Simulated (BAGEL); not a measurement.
# CH2BF3 (SMILES BC(F)(F)F) at RI-MP2/def2-SVP (density fitting with qzvpp-jkfit)

What is the energy change on altering one bond length of CH2BF3 at RI-MP2/def2-SVP (density fitting with qzvpp-jkfit)? 

The results are computed with BAGEL 1.2.2.

2 further runs of the same task are left out: 1 that didn't finish, 1 set aside as unsound or not needed. Runs told in other sessions of the task aren't counted.

## Step 1: The system as given

The species is CH2BF3 (7 atoms), meant as a singlet with charge 0. SMILES: `BC(F)(F)F`. The shape is that of a PBE0-D4/def2-TZVP optimisation.

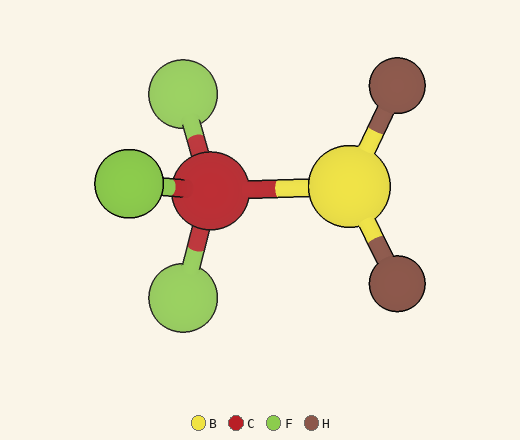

Viewed from a chosen angle; boron yellow, carbon red, fluorine green, hydrogen brown.

## Step 2: A single-point energy at RI-MP2/def2-SVP (density fitting with qzvpp-jkfit)

The input, mp2.json:

```json
{ "bagel": [

{
  "title": "molecule",
  "basis": "svp",
  "df_basis": "qzvpp-jkfit",
  "angstrom": true,
  "geometry": [
    { "atom": "B", "xyz": [      -0.646000,       0.517900,      -0.478700 ] },
    { "atom": "C", "xyz": [       0.401500,      -0.396900,       0.305300 ] },
    { "atom": "F", "xyz": [       0.019900,      -0.762700,       1.536900 ] },
    { "atom": "F", "xyz": [       0.761000,      -1.518100,      -0.335100 ] },
    { "atom": "F", "xyz": [       1.515900,       0.364200,       0.439400 ] },
    { "atom": "H", "xyz": [      -1.356400,       1.230500,       0.153100 ] },
    { "atom": "H", "xyz": [      -0.634600,       0.497100,      -1.666700 ] }
  ]
},

{ "title": "hf" },

{ "title": "mp2", "ncore": 5 }

]}
```

The run is started by

```console
$ BAGEL_NUM_THREADS=1 BAGEL mp2.json > mp2.out
```

The program printed:

```text
* using 1 threads per process

  ===============================================================
  ===============================================================

  *** Geometry ***

  { "atom" : "B", "xyz" : [     -1.220763,      0.978689,     -0.904612 ] },
  { "atom" : "C", "xyz" : [      0.758725,     -0.750032,      0.576933 ] },
  { "atom" : "F", "xyz" : [      0.037606,     -1.441294,      2.904320 ] },
  { "atom" : "F", "xyz" : [      1.438082,     -2.868793,     -0.633247 ] },
  { "atom" : "F", "xyz" : [      2.864636,      0.688238,      0.830346 ] },
  { "atom" : "H", "xyz" : [     -2.563225,      2.325308,      0.289317 ] },
  { "atom" : "H", "xyz" : [     -1.199220,      0.939383,     -3.149607 ] },

  Number of auxiliary basis functions:      417

  Since a DF basis is specified, we compute 2- and 3-index integrals:
    o Being stored without compression. Storage requirement is 0.021 GB

  Number of basis functions:       80
  Number of electrons      :       40

    * METHOD: MOLECULE                             0.13

  *** RHF ***

  === Nuclear Repulsion ===
   179.0530450029

      * DIIS with orbital gradients will be used.

  === RHF iteration (svp) ===
      0       -361.50299905          0.02104156           0.04
      1       -361.65062456          0.01342246           0.04
      2       -361.72075883          0.00133187           0.04
      3       -361.72237912          0.00019255           0.04
      4       -361.72241930          0.00007481           0.04
      5       -361.72242468          0.00002620           0.04
      6       -361.72242528          0.00000798           0.04
      7       -361.72242532          0.00000225           0.04
      8       -361.72242533          0.00000084           0.04
      9       -361.72242533          0.00000034           0.04
     10       -361.72242533          0.00000009           0.04
     11       -361.72242533          0.00000004           0.04
     12       -361.72242533          0.00000002           0.04
     13       -361.72242533          0.00000001           0.04
    * SCF iteration converged.

    * Permanent dipole moment:
           (    0.667935,    -0.429899,     0.437760) a.u.

    * METHOD: HF                                   0.63

  *** RHF ***

  === Nuclear Repulsion ===
   179.0530450029

      * DIIS with orbital gradients will be used.

  === RHF iteration (svp) ===
      0       -361.72242533          0.00000000           0.04
    * SCF iteration converged.

    * Permanent dipole moment:
           (    0.667936,    -0.429898,     0.437760) a.u.

  === DF-MP2 calculation ===

    * freezing 5 orbitals
    * 3-index integral transformation done
    * assembly done

      MP2 correlation energy:   -0.7564263791      0.04

      MP2 total energy:       -362.4788517091

    * METHOD: MP2                                  0.12

  ===============================================================
```

Wall time 1 s (1 thread of Arm Neoverse V2, shared host).

## Step 3: The distorted shape, same level

The input, mp2.json:

```json
{ "bagel" : [

{
  "title" : "molecule",
  "basis" : "svp",
  "df_basis" : "qzvpp-jkfit",
  "angstrom" : true,
  "geometry" : [
    { "atom" : "B", "xyz" : [   -0.077694,   -0.052166,   -0.984128 ] },
    { "atom" : "C", "xyz" : [    0.969806,   -0.966966,   -0.200128 ] },
    { "atom" : "F", "xyz" : [    0.588206,   -1.332766,    1.031472 ] },
    { "atom" : "F", "xyz" : [    1.329306,   -2.088166,   -0.840528 ] },
    { "atom" : "F", "xyz" : [    2.084206,   -0.205866,   -0.066028 ] },
    { "atom" : "H", "xyz" : [   -1.356400,    1.230500,    0.153100 ] },
    { "atom" : "H", "xyz" : [   -0.066294,   -0.072966,   -2.172128 ] }
  ]
},
{ "title" : "hf" },
{ "title" : "mp2", "ncore" : 5 }

]}
```

The run is started by

```console
$ BAGEL_NUM_THREADS=1 BAGEL mp2.json > mp2.out
```

The program printed:

```text
* using 1 threads per process

  ===============================================================
  ===============================================================

  *** Geometry ***

  { "atom" : "B", "xyz" : [     -0.146820,     -0.098579,     -1.859732 ] },
  { "atom" : "C", "xyz" : [      1.832668,     -1.827301,     -0.378187 ] },
  { "atom" : "F", "xyz" : [      1.111548,     -2.518563,      1.949200 ] },
  { "atom" : "F", "xyz" : [      2.512024,     -3.946062,     -1.588368 ] },
  { "atom" : "F", "xyz" : [      3.938579,     -0.389030,     -0.124775 ] },
  { "atom" : "H", "xyz" : [     -2.563225,      2.325308,      0.289317 ] },
  { "atom" : "H", "xyz" : [     -0.125278,     -0.137886,     -4.104727 ] },

  Number of auxiliary basis functions:      417

  Since a DF basis is specified, we compute 2- and 3-index integrals:
    o Being stored without compression. Storage requirement is 0.021 GB

  Number of basis functions:       80
  Number of electrons      :       40

    * METHOD: MOLECULE                             0.13

  *** RHF ***

  === Nuclear Repulsion ===
   176.7952105686

      * DIIS with orbital gradients will be used.

  === RHF iteration (svp) ===
      0       -361.35601087          0.02141582           0.04
      1       -361.50890144          0.01389835           0.04
      2       -361.58481377          0.00145495           0.04
      3       -361.58698970          0.00023146           0.04
      4       -361.58704568          0.00008794           0.04
      5       -361.58705322          0.00002908           0.04
      6       -361.58705396          0.00001014           0.04
      7       -361.58705404          0.00000258           0.04
      8       -361.58705405          0.00000086           0.04
      9       -361.58705405          0.00000037           0.04
     10       -361.58705405          0.00000008           0.04
     11       -361.58705405          0.00000003           0.04
     12       -361.58705405          0.00000002           0.04
     13       -361.58705405          0.00000001           0.04
    * SCF iteration converged.

    * Permanent dipole moment:
           (    0.316697,    -0.093619,     0.701887) a.u.

    * METHOD: HF                                   0.64

  *** RHF ***

  === Nuclear Repulsion ===
   176.7952105686

      * DIIS with orbital gradients will be used.

  === RHF iteration (svp) ===
      0       -361.58705405          0.00000000           0.04
    * SCF iteration converged.

    * Permanent dipole moment:
           (    0.316697,    -0.093619,     0.701887) a.u.

  === DF-MP2 calculation ===

    * freezing 5 orbitals
    * 3-index integral transformation done
    * assembly done

      MP2 correlation energy:   -0.7651808770      0.04

      MP2 total energy:       -362.3522349244

    * METHOD: MP2                                  0.12

  ===============================================================
```

Wall time 1.1 s (1 thread of Arm Neoverse V2, shared host).

## Step 4: Results

At RI-MP2/def2-SVP (density fitting with qzvpp-jkfit), 5 core orbitals frozen:

```
                                                         quantity          value
                                        first shape: total energy  -362.47885 Eh
         first shape: correlation energy (5 core orbitals frozen)     -756.4 mEh
                                    distorted shape: total energy  -362.35223 Eh
     distorted shape: correlation energy (5 core orbitals frozen)     -765.2 mEh
energy change with the B1–H6 bond stretched from 1.188 to 2.139 Å       3.445 eV
```

In words: With the B1–H6 bond stretched from 1.188 to 2.139 Å the energy rises by 3.45 eV (332 kJ/mol). The first shape isn't relaxed at this level, so the change isn't measured from a minimum. A restricted reference can't describe the breaking bond well at this length.
